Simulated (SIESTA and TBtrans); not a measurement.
Device: Al chain with one N atom inserted. Leads: straight Al chain, spacing 2.328 Å. Geometry: 3 atoms about the centre moved by SIESTA (PBE, DZP) to a largest force of 0.01 eV/Å, all others as built, motion along the axis alone.

Method: SIESTA and TBtrans, PBE, DZP numerical orbitals (energy shift 0.15 eV), PseudoDojo norm-conserving scalar-relativistic potentials, mesh cutoff 200 Ry, 300 K, spin-polarised (collinear), no spin-orbit coupling; Hamiltonian of a periodic supercell, shifted onto the leads' potential, zero bias.

Energies count from the leads' Fermi level. Transmissions are for each spin. The energy step is 0.01 eV; narrower resonances are cut or missed.

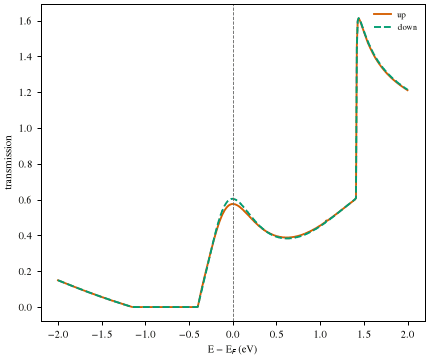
Figure: Transmission against energy

| E (eV) | T up | T down | lead channels up | down |
|---|---|---|---|---|
| -2.00 | 0.15 | 0.15 | 1 | 1 |
| -1.80 | 0.11 | 0.11 | 1 | 1 |
| -1.60 | 0.074 | 0.074 | 1 | 1 |
| -1.40 | 0.039 | 0.039 | 1 | 1 |
| -1.20 | 0.0076 | 0.0077 | 1 | 1 |
| -1.00 | 0 | 0 | 0 | 0 |
| -0.80 | 0 | 0 | 0 | 0 |
| -0.60 | 0 | 0 | 0 | 0 |
| -0.40 | 0.0016 | 0.0015 | band edge | band edge |
| -0.20 | 0.40 | 0.41 | 2 | 2 |
| 0.00 | 0.58 | 0.60 | 2 | 2 |
| 0.20 | 0.50 | 0.51 | 2 | 2 |
| 0.40 | 0.42 | 0.42 | 2 | 2 |
| 0.60 | 0.39 | 0.38 | 2 | 2 |
| 0.80 | 0.41 | 0.40 | 2 | 2 |
| 1.00 | 0.46 | 0.45 | 2 | 2 |
| 1.20 | 0.53 | 0.52 | 2 | 2 |
| 1.40 | 0.60 | 0.60 | 2 | 2 |
| 1.60 | 1.42 | 1.43 | 3 | 3 |
| 1.80 | 1.29 | 1.29 | 3 | 3 |
| 2.00 | 1.21 | 1.21 | 3 | 3 |

Moments were seeded on the central atoms alone, and one start was tried. The straight chain is held at its spacing; free chains may zigzag or dimerise.
